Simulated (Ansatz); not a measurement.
Take ZnSe in the zinc blende structure (space group F-43m, No. 216; a = 5.6655 Å) as the base. Axes: x, y, z lie along the cube axes.

Modification: a pure shear with ε_yz = ε_zy = -0.0023, atoms relaxed at fixed cell.

Level of theory: r2SCAN (Ansatz, a program for electronic structure; PAW; 500 eV plane waves; no spin-orbit coupling).

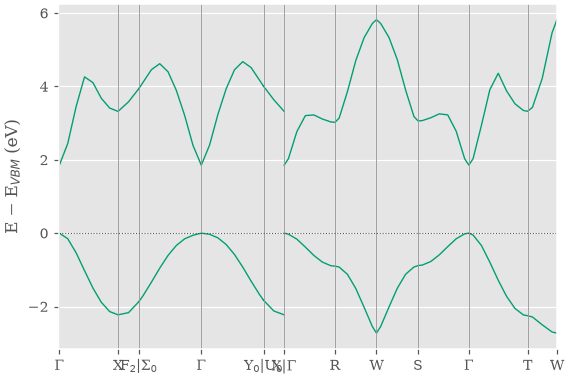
*Highest valence and lowest conduction band along the path of the changed cell's own zone*

Problem. From the figure, how large is the changed gap, and is it direct?

Solution. About 1.9 eV, direct at Γ.

The cells carry an imposed strain or load. Stability against distortions was not tested. Labels are those of the standard path for the cell's own space group.
